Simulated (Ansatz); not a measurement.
**doublet CHClFN+: levels of theory compared**

Wanted: a comparison of 6 runs (UHF/3-21G, UB3LYP/6-31G*, UB3LYP/def2-SVPD, UBHLYP/def2-SVPD, USVWN5/def2-SVPD, UCCSD/def2-SVPD) of doublet CHClFN+. 

The results are computed with Ansatz 0.2.0.

84 further runs of the same task are left out: 84 set aside as unsound or not needed. Runs told in other sessions of the task aren't counted.

### 1 Starting point

CHClFN+ has 5 atoms, charge +1, and is taken as a doublet. As SMILES of the parent species, `[H]/N=C(/F)Cl`. Geometry: relaxed at PBE0-D4/def2-TZVP. That shape belongs to the parent species and isn't relaxed for this state.

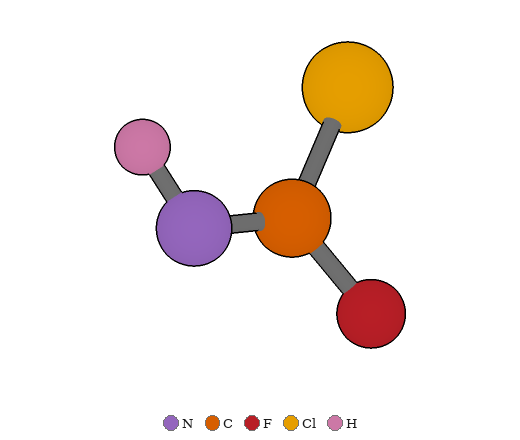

The structure, seen from a chosen angle (nitrogen purple, carbon orange, fluorine red, chlorine amber, hydrogen pink).

### 2 The energy at UHF/3-21G (run 1)

The input, input.yaml:

```yaml
crystal:
  periodic: [false, false, false]
  atoms:
    - symbol: N
      position_ang: [0.321100, 0.940500, 0.274400]
    - symbol: C
      position_ang: [0.137900, -0.274600, 0.128500]
    - symbol: F
      position_ang: [0.810300, -1.157400, 0.832100]
    - symbol: Cl
      position_ang: [-0.953500, -1.081700, -0.943200]
    - symbol: H
      position_ang: [-0.266000, 1.499600, -0.333300]
basis:
  gaussian:
    orbitals: 3-21G.json
magnetization:
  spin_polarized: true
  initial_magnetization: 1
hamiltonian:
  xc: hf
accuracy: high
total_charge: 1
output: {orbitals: {seedname: orbitals}}
```

The basis set 3-21G is read from a file made from the Basis Set Exchange's data (not shown).

Launch:

```console
ansatz run input.yaml --threads 1 --pin off --max-ram 2610MiB --events-out events.jsonl --progress --plain --runs-dir runs
```

Standard output:

```text
Warning: RAYON_NUM_THREADS=1 ignored (pool sized by the plan → 1); use --threads N
Functional definition: HF
  name "HF"
  exchange = exact_x
  correlation = 0
933 factors; integrals over basis functions are off by at most 8.8e-9 eV
mean field evaluation 1: about -17632.1696 eV, gradient 2.9e1 eV
mean field evaluation 2: about -17632.1750 eV, gradient 2.9e1 eV
mean field evaluation 4: about -17636.0910 eV, gradient 3.6e0 eV
mean field evaluation 8: about -17636.8901 eV, gradient 1.0e0 eV
mean field evaluation 16: about -17636.9213 eV, gradient 1.5e-5 eV
mean field evaluation 32: about -17635.6837 eV, gradient 5.5e0 eV
mean field evaluation 64: about -17633.9704 eV, gradient 1.4e1 eV
mean field evaluation 96: about -17636.9043 eV, gradient 4.4e-1 eV
mean field -17636.92134275 eV, -648.1449046114 hartree, gradient 3.0e-8 eV, S^2 0.828381; 3 other end points of the search recorded, 0 dependent functions left out
reference -17636.92134275 eV, -648.1449046114 hartree; 20, 19 occupied and 22, 23 virtual orbitals, 933 factors
Total energy: -17636.92134275 eV, -648.1449046114 hartree
```

Run time: 1.4 s. Hardware: 1 thread of Arm Neoverse V1, shared host; peak memory 0.11 GiB.

### 3 The energy at UB3LYP/6-31G(d) (spherical functions) (run 2)

The input, molecule.yaml:

```yaml
basis:
  gaussian: {orbitals: 6-31G_st_-spherical.json}
crystal:
  periodic: [false, false, false]
  atoms:
    - symbol: N
      position_ang: [0.321100, 0.940500, 0.274400]
    - symbol: C
      position_ang: [0.137900, -0.274600, 0.128500]
    - symbol: F
      position_ang: [0.810300, -1.157400, 0.832100]
    - symbol: Cl
      position_ang: [-0.953500, -1.081700, -0.943200]
    - symbol: H
      position_ang: [-0.266000, 1.499600, -0.333300]
total_charge: 1
magnetization: {spin_polarized: true, initial_magnetization: 1}
hamiltonian: {xc: {name: B3LYP}}
accuracy: high
output: {orbitals: {seedname: orbitals}}
```

The basis set 6-31G* is read from a file made from the Basis Set Exchange's data (not shown).

Launch:

```console
ansatz run molecule.yaml --threads 1 --pin off --max-ram 2610MiB --events-out events.jsonl --progress --plain --runs-dir runs
```

Standard output:

```text
Warning: RAYON_NUM_THREADS=1 ignored (pool sized by the plan → 1); use --threads N
Functional definition: B3LYP
  name "B3LYP"
  parameter a0 = 0.2
  parameter ax = 0.72
  parameter ac = 0.81
  exchange = (1 - a0 - ax)*slater_x + ax*b88_x + a0*exact_x
  correlation = (1 - ac)*vwn_rpa_c + ac*lyp_c
1354 factors; integrals over basis functions are off by at most 3.8e-9 eV
mean field evaluation 1: about -17756.3287 eV, gradient 5.5e1 eV
mean field evaluation 2: about -17694.8599 eV, gradient 1.1e2 eV
mean field evaluation 4: about -17767.0083 eV, gradient 2.6e1 eV
mean field evaluation 8: about -17770.1044 eV, gradient 1.2e0 eV
mean field evaluation 16: about -17770.2667 eV, gradient 4.6e-3 eV
mean field evaluation 32: about -17770.2667 eV, gradient 5.5e-7 eV
mean field -17770.26674923 eV, -653.0452579146 hartree, gradient 2.1e-8 eV, S^2 0.760307; 2 other end points of the search recorded, 0 dependent functions left out
reference -17770.26677592 eV, -653.0452588958 hartree; 20, 19 occupied and 42, 43 virtual orbitals, 1354 factors
Total energy: -17770.26677592 eV, -653.0452588958 hartree
```

Wall time 17 s (1 thread of Arm Neoverse V1, shared host); peak memory 0.25 GiB.

Runs 3 to 4 aren't shown in full; the table further down has their settings and results.

### 4 A single-point energy at USVWN5/def2-SVPD (run 5)

Changes to input.yaml since step 2:

```diff
@@ -15,3 +15,4 @@
   gaussian:
-    orbitals: 3-21G.json
+    orbitals: def2-SVPD
+total_charge: 1
 magnetization:
@@ -20,5 +21,4 @@
 hamiltonian:
-  xc: hf
+  xc: {name: SVWN5}
 accuracy: high
-total_charge: 1
 output: {orbitals: {seedname: orbitals}}
```

Launch:

```console
ansatz run input.yaml --threads 1 --pin off --max-ram 2610MiB --events-out events.jsonl --progress --plain --runs-dir runs
```

Standard output:

```text
Warning: RAYON_NUM_THREADS=1 ignored (pool sized by the plan → 1); use --threads N
Functional definition: SVWN5
  name "SVWN5"
  exchange = slater_x
  correlation = vwn5_c
1950 factors; integrals over basis functions are off by at most 3.7e-9 eV
mean field evaluation 1: about -17664.8328 eV, gradient 6.6e1 eV
mean field evaluation 2: about -17520.1383 eV, gradient 1.7e2 eV
mean field evaluation 4: about -17676.4283 eV, gradient 4.3e1 eV
mean field evaluation 8: about -17684.7534 eV, gradient 3.1e-1 eV
mean field evaluation 16: about -17684.7497 eV, gradient 1.6e-3 eV
mean field evaluation 32: about -17684.5263 eV, gradient 3.9e0 eV
mean field -17684.74973968 eV, -649.9025657794 hartree, gradient 6.9e-8 eV, S^2 0.754027; 5 other end points of the search recorded, 0 dependent functions left out
reference -17684.74974345 eV, -649.9025659180 hartree; 20, 19 occupied and 78, 79 virtual orbitals, 1950 factors
Total energy: -17684.74974345 eV, -649.9025659180 hartree
```

It took 9 s on 1 thread of Arm Neoverse V1, shared host; peak memory 0.28 GiB.

### 5 A single-point energy at UCCSD/def2-SVPD (run 6)

The input, in.yaml:

```yaml
basis:
  gaussian:
    orbitals: def2-SVPD
crystal:
  periodic: [false, false, false]
  atoms:
    - symbol: "N"
      position_ang: [0.321100, 0.940500, 0.274400]
    - symbol: C
      position_ang: [0.137900, -0.274600, 0.128500]
    - symbol: F
      position_ang: [0.810300, -1.157400, 0.832100]
    - symbol: Cl
      position_ang: [-0.953500, -1.081700, -0.943200]
    - symbol: H
      position_ang: [-0.266000, 1.499600, -0.333300]
total_charge: 1
magnetization:
  spin_polarized: true
  initial_magnetization: 1
correlation:
  method: ccsd
  frozen_orbitals: {C: 1, Cl: 5, F: 1, H: 0, "N": 1}
accuracy: high
scf:
  omitted_lower_state_checks: [cluster_reference, increment]
```

Launch:

```console
ansatz run in.yaml --threads 1 --pin off --max-ram 2610MiB --events-out events.jsonl --progress --plain --runs-dir runs
```

Standard output:

```text
Warning: RAYON_NUM_THREADS=1 ignored (pool sized by the plan → 1); use --threads N
[... 14 lines left out ...]
8 core orbitals not correlated: weight in the atoms' cores, before any rotation towards them, 1.000 or more for the frozen orbitals, at most 0.000 for the correlated occupied ones
[... 38 lines left out ...]
Total energy: -17735.56537440 eV, -651.7700059111 hartree
Checks for a lower state left out: cluster_reference, increment
```

Wall time 2.3 min (1 thread of Arm Neoverse V1, shared host); peak memory 1.3 GiB.

### 6 All runs side by side

| run | level | frozen core orbitals | energy (Eh) | HOMO energy (eV) | LUMO energy (eV) | ⟨S²⟩ | wall time |
| --- | --- | --- | --- | --- | --- | --- | --- |
| 1 | UHF/3-21G | – | -648.144905 | -19.76 | -8.25 | 0.828 | 1.4 s |
| 2 | UB3LYP/6-31G* (spherical functions) | – | -653.045259 | -16.35 | -14.20 | 0.760 | 17 s |
| 3 | UB3LYP/def2-SVPD | – | -652.799699 | -16.49 | -14.32 | 0.761 | 33 s |
| 4 | UBHLYP/def2-SVPD | – | -652.685309 | -17.87 | -12.66 | 0.769 | 24 s |
| 5 | USVWN5/def2-SVPD | – | -649.902566 | -15.47 | -15.26 | 0.754 | 9 s |
| 6 | UCCSD/def2-SVPD | 8 | -651.770006 | – | – | 0.808 | 2.3 min |

### 7 Summary of results

| quantity | value |
| --- | --- |
| run 6: total energy | -651.77001 Eh |
| run 6: correlation energy (8 core orbitals frozen) | -625.9 mEh |
| run 6: ⟨S²⟩ of the reference determinant | 0.808 |
| run 6: T1 diagnostic | 0.034 |

In words: Totals of different functionals can't be ranked against each other. All runs together took 3.7 min, the longest 2.3 min.
